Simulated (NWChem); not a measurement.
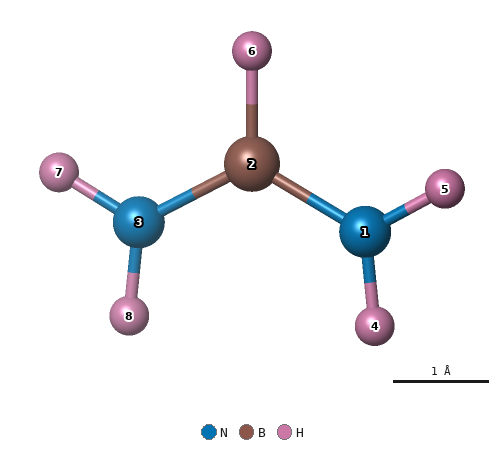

**Figure 1.** The input geometry (ball-and-stick view, seen at a tilt; atoms are numbered from 1 in the order of the input). Bond lengths as drawn: B–H 1.20 Å, B–N 1.41 Å and H–N 1.00 Å.

## Single-point calculation of BN2H5 (charge −1) (part 1 of 3)

- system: BN2H5, charge −1, multiplicity 2
- method: MP2/6-311+G**, UHF (NWChem 7.3.0)

The geometry is that of the parent species in another charge or spin state. The geometry comes from this level: PBE0-D4/def2-TZVP.

### What the program printed
```
Northwest Computational Chemistry Package (NWChem) 7.3.0
             --------------------------------------------------------

           Job information
           ---------------

    nwchem branch   = 7.3.0
    use scalapack   = T
    input           = geom.nw
    prefix          = geom.
    data base       = ./geom.db
    status          = startup
    nproc           =        1

           Memory information
           ------------------

    heap     =     28835840 doubles =      220.0 Mbytes
    stack    =    115343357 doubles =      880.0 Mbytes
    global   =    144179200 doubles =     1100.0 Mbytes (distinct from heap & stack)
    total    =    288358397 doubles =     2200.0 Mbytes
    verify   = yes
    hardfail = no

           Directory information
           ---------------------

  0 permanent = .
  0 scratch   = .

                                NWChem Input Module
                                -------------------

                                       BH5N2
                                       -----

 Scaling coordinates for geometry "geometry" by  1.889725989
 (inverse scale =  0.529177249)

                             Geometry "geometry" -> ""
                             -------------------------

 Output coordinates in angstroms (scale by  1.889725989 to convert to a.u.)

  No.       Tag          Charge          X              Y              Z
 ---- ---------------- ---------- -------------- -------------- --------------
    1 N                    7.0000    -0.97100000     0.51650000    -0.58110000
    2 B                    5.0000     0.19420000     0.38660000     0.20050000
    3 N                    7.0000     0.84820000    -0.84520000     0.40140000
    4 H                    1.0000    -1.42680000    -0.24450000    -1.05340000
    5 H                    1.0000    -1.42390000     1.40090000    -0.71370000
    6 H                    1.0000     0.64970000     1.36860000     0.71800000
    7 H                    1.0000     1.67670000    -0.91980000     0.96090000
    8 H                    1.0000     0.54500000    -1.72030000     0.01160000

      Atomic Mass
      -----------

      N                 14.003070
      B                 11.009310
      H                  1.007825

 Effective nuclear repulsion energy (a.u.)      68.8525998030

            Nuclear Dipole moment (a.u.)
            ----------------------------
        X                 Y               Z
 ---------------- ---------------- ----------------
     0.2496328031    -0.9127376525    -0.6273890282

            XYZ format geometry
            -------------------
     8
 geometry
 N                    -0.97100000     0.51650000    -0.58110000
 B                     0.19420000     0.38660000     0.20050000
 N                     0.84820000    -0.84520000     0.40140000
 H                    -1.42680000    -0.24450000    -1.05340000
 H                    -1.42390000     1.40090000    -0.71370000
 H                     0.64970000     1.36860000     0.71800000
 H                     1.67670000    -0.91980000     0.96090000
 H                     0.54500000    -1.72030000     0.01160000

 ==============================================================================
                                internuclear distances
 ------------------------------------------------------------------------------
       center one      |      center two      | atomic units |  angstroms
 ------------------------------------------------------------------------------
    2 B                |   1 N                |     2.66275  |     1.40906
    3 N                |   2 B                |     2.66271  |     1.40905
    4 H                |   1 N                |     1.89910  |     1.00496
    5 H                |   1 N                |     1.89432  |     1.00243
    6 H                |   2 B                |     2.26736  |     1.19984
    7 H                |   3 N                |     1.89446  |     1.00251
    8 H                |   3 N                |     1.89884  |     1.00483
 ------------------------------------------------------------------------------
                         number of included internuclear distances:          7
 ==============================================================================

 ==============================================================================
                                 internuclear angles
 ------------------------------------------------------------------------------
        center 1       |       center 2       |       center 3       |  degrees
 ------------------------------------------------------------------------------
    2 B                |   1 N                |   4 H                |   124.47
    2 B                |   1 N                |   5 H                |   121.89
    4 H                |   1 N                |   5 H                |   113.64
    1 N                |   2 B                |   3 N                |   122.92
    1 N                |   2 B                |   6 H                |   118.54
    3 N                |   2 B                |   6 H                |   118.54
    2 B                |   3 N                |   7 H                |   121.88
    2 B                |   3 N                |   8 H                |   124.47
    7 H                |   3 N                |   8 H                |   113.64
 ------------------------------------------------------------------------------
                            number of included internuclear angles:          9
 ==============================================================================

 Summary of "ao basis" -> "" (spherical)
 ------------------------------------------------------------------------------
       Tag                 Description            Shells   Functions and Types
 ---------------- ------------------------------  ------  ---------------------
 *                         6-311+G**                  on all atoms

                      Basis "ao basis" -> "ao basis" (spherical)
                      -----
  [basis functions not shown]

 Summary of "ao basis" -> "ao basis" (spherical)
 ------------------------------------------------------------------------------
       Tag                 Description            Shells   Functions and Types
 ---------------- ------------------------------  ------  ---------------------
 N                         6-311+G**                10       22   5s4p1d
 B                         6-311+G**                10       22   5s4p1d
 H                         6-311+G**                 4        6   3s1p

                                 NWChem SCF Module
                                 -----------------

                                       BH5N2

  ao basis        = "ao basis"
  functions       =    96
  atoms           =     8
  alpha electrons =    13
  beta  electrons =    12
  charge          =  -1.00
  wavefunction    = UHF
  input vectors   = atomic
  output vectors  = ./geom.movecs
  use symmetry    = F
  symmetry adapt  = F

 Summary of "ao basis" -> "ao basis" (spherical)
 ------------------------------------------------------------------------------
       Tag                 Description            Shells   Functions and Types
 ---------------- ------------------------------  ------  ---------------------
 N                         6-311+G**                10       22   5s4p1d
 B                         6-311+G**                10       22   5s4p1d
 H                         6-311+G**                 4        6   3s1p

 Forming initial guess at       0.1s

      Superposition of Atomic Density Guess
      -------------------------------------

 Sum of atomic energies:        -135.64839829

 Renormalizing density from      24.00 to     25

      Non-variational initial energy
      ------------------------------

 Total energy =    -141.071696
 1-e energy   =    -330.888120
 2-e energy   =     120.963824
 HOMO         =       0.191624
 LUMO         =       0.192439

 Starting SCF solution at       0.5s

 ----------------------------------------------
         Quadratically convergent UHF

 Convergence threshold     :          1.000E-08
 Maximum no. of iterations :           80
 Integral*density screening:          1.000E-10
 ----------------------------------------------

              iter       energy          gnorm     gmax       time
             ----- ------------------- --------- --------- --------
                 1     -136.4557867458  8.78D-01  1.23D-01      1.8
                 2     -136.5559412171  2.80D-01  4.17D-02      3.7
                 3     -136.5680386035  1.51D-02  3.59D-03      6.2
                 4     -136.5682167951  8.21D-04  1.98D-04     12.1
                 5     -136.5682170034  6.58D-07  4.21D-07     20.7
                 6     -136.5682170034  5.48D-10  3.48D-10     29.9

       Final UHF  results
       ------------------

         Total SCF energy =   -136.568217003438
      One electron energy =   -324.648125594949
      Two electron energy =    119.227308788491
 Nuclear repulsion energy =     68.852599803019

                       Sz =      0.5000
                 Sz(Sz+1) =      0.7500
                      S^2 =      0.7505

        Time for solution =     29.3s

          Final alpha eigenvalues
          -----------------------

              1
    1  -15.3820
    2  -15.3820
    3   -7.4420
    4   -1.0124
    5   -0.9742
    6   -0.5687
    7   -0.5368
    8   -0.5054
    9   -0.4425
   10   -0.3458
   11   -0.3098
   12   -0.2269
   13    0.0525
   14    0.1612
   15    0.1716
   16    0.1807
   17    0.2784
   18    0.2944
   19    0.3254
   20    0.3334
   21    0.3366
   22    0.3507
   23    0.3720

          Final beta eigenvalues
          ----------------------

              1
    1  -15.3811
    2  -15.3811
    3   -7.4420
    4   -1.0106
    5   -0.9720
    6   -0.5667
    7   -0.5360
    8   -0.5038
    9   -0.4423
   10   -0.3437
   11   -0.3100
   12   -0.2283
   13    0.1754
   14    0.1788
   15    0.1979
   16    0.2039
   17    0.2938
   18    0.3142
   19    0.3421
   20    0.3437
   21    0.3455
   22    0.3629
   23    0.3862

                    UHF Final Alpha Molecular Orbital Analysis
                    ------------------------------------------

 Vector    3  Occ=1.000000D+00  E=-7.442023D+00
              MO Center=  1.9D-01,  3.9D-01,  2.0D-01, r^2= 4.0D-02
   Bfn.  Coefficient  Atom+Function         Bfn.  Coefficient  Atom+Function
  ----- ------------  ---------------      ----- ------------  ---------------
    23      0.578402  2 B  s                 24      0.457082  2 B  s

 Vector    4  Occ=1.000000D+00  E=-1.012412D+00
              MO Center= -6.0D-02, -1.6D-01, -8.8D-02, r^2= 2.2D+00
   Bfn.  Coefficient  Atom+Function         Bfn.  Coefficient  Atom+Function
  ----- ------------  ---------------      ----- ------------  ---------------
     6      0.332596  1 N  s                 50      0.332711  3 N  s
    10      0.242478  1 N  s                 54      0.242555  3 N  s
    28      0.162657  2 B  s

 Vector    5  Occ=1.000000D+00  E=-9.742286D-01
              MO Center= -6.1D-02, -1.6D-01, -8.9D-02, r^2= 2.5D+00
   Bfn.  Coefficient  Atom+Function         Bfn.  Coefficient  Atom+Function
  ----- ------------  ---------------      ----- ------------  ---------------
     6      0.343205  1 N  s                 50     -0.343093  3 N  s
    10      0.246417  1 N  s                 54     -0.246329  3 N  s

 Vector    6  Occ=1.000000D+00  E=-5.687248D-01
              MO Center=  3.3D-02,  3.9D-02,  1.7D-02, r^2= 2.4D+00
   Bfn.  Coefficient  Atom+Function         Bfn.  Coefficient  Atom+Function
  ----- ------------  ---------------      ----- ------------  ---------------
    28      0.328929  2 B  s                 52      0.182706  3 N  py
     7      0.175112  1 N  px

 Vector    7  Occ=1.000000D+00  E=-5.367586D-01
              MO Center= -2.5D-02, -8.7D-02, -4.9D-02, r^2= 2.9D+00
   Bfn.  Coefficient  Atom+Function         Bfn.  Coefficient  Atom+Function
  ----- ------------  ---------------      ----- ------------  ---------------
     8      0.210039  1 N  py                51      0.156572  3 N  px

 Vector    8  Occ=1.000000D+00  E=-5.054222D-01
              MO Center= -1.3D-01, -3.1D-01, -1.7D-01, r^2= 2.6D+00
   Bfn.  Coefficient  Atom+Function         Bfn.  Coefficient  Atom+Function
  ----- ------------  ---------------      ----- ------------  ---------------
    52     -0.197571  3 N  py                 8      0.189566  1 N  py
    68     -0.163382  4 H  s                 92      0.163222  8 H  s

 Vector    9  Occ=1.000000D+00  E=-4.425245D-01
              MO Center=  1.5D-02, -1.4D-03, -3.7D-03, r^2= 2.6D+00
   Bfn.  Coefficient  Atom+Function         Bfn.  Coefficient  Atom+Function
  ----- ------------  ---------------      ----- ------------  ---------------
     7      0.184232  1 N  px                51      0.178555  3 N  px
    74     -0.162595  5 H  s                 86      0.162634  7 H  s

 Vector   10  Occ=1.000000D+00  E=-3.457627D-01
              MO Center=  3.8D-01,  7.8D-01,  4.1D-01, r^2= 1.9D+00
   Bfn.  Coefficient  Atom+Function         Bfn.  Coefficient  Atom+Function
  ----- ------------  ---------------      ----- ------------  ---------------
    80      0.292788  6 H  s                 81      0.207868  6 H  s
    30      0.177927  2 B  py                79      0.170896  6 H  s
```
